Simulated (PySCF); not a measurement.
Consider C₄H₆Cl₂Si (Si(vinyl)2Cl2).

The calculation's input:

```
{"job": {"kind": "nmr", "xc": "PBE0", "basis": "pcSseg-1"}, "charge": 0, "multiplicity": 1}
Si    -0.487886    -0.348282    -0.474217
C     -0.713678    -0.637963     1.341280
C     -1.411479     0.166477     2.149520
H     -0.254535    -1.543861     1.759572
H     -1.893826     1.075344     1.774128
H     -1.532717    -0.050429     3.216142
C      1.280404    -0.274636    -1.020680
C      1.836575     0.775996    -1.632402
H      1.896080    -1.163374    -0.826185
H      1.259834     1.680395    -1.853783
H      2.888369     0.775246    -1.939082
Cl    -1.442258     1.412408    -1.001395
Cl    -1.394264    -1.919441    -1.470677
```

Command:

```sh
OMP_NUM_THREADS=1 python probes_run.py task.json out
```

Geometry: PBE0-D3(BJ)/def2-SVP.

The calculation used PySCF 2.14.0, PBE0/pcSseg-1, SCF density, gas phase, non-relativistic.

Question: What will maps of the electron density and electron localisation function show?

Answer: C–C (1.34 Å): ρ at the midpoint is about 2.3 e/Å³; the ELF peaks at about 0.90 between the atoms; a multiple bond.
C–Si (1.85 Å): the density is about 1 e/Å³ at the midpoint; the ELF peaks at about 0.95 between the atoms, as expected for localised, covalent bonding.
Si–Cl (2.07 Å): ρ at the midpoint is about 0.88 e/Å³; the ELF peaks at about 0.90 between the atoms: a shared but strongly polarised pair.
C–H (1.10 Å): ρ at the midpoint is about 2 e/Å³; the ELF climbs to about 1 towards the hydrogen, as it does in any bond to H (an ordinary covalent bond to hydrogen).

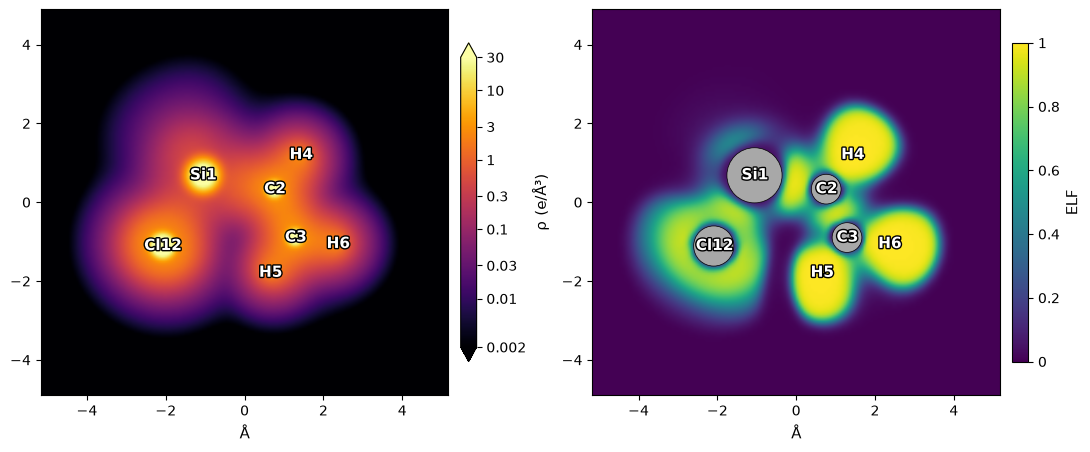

Computed electron density and electron localisation function on the plane of atoms Si1, C2 and C3, in this order. Grey discs cover the atomic cores in the ELF map. 
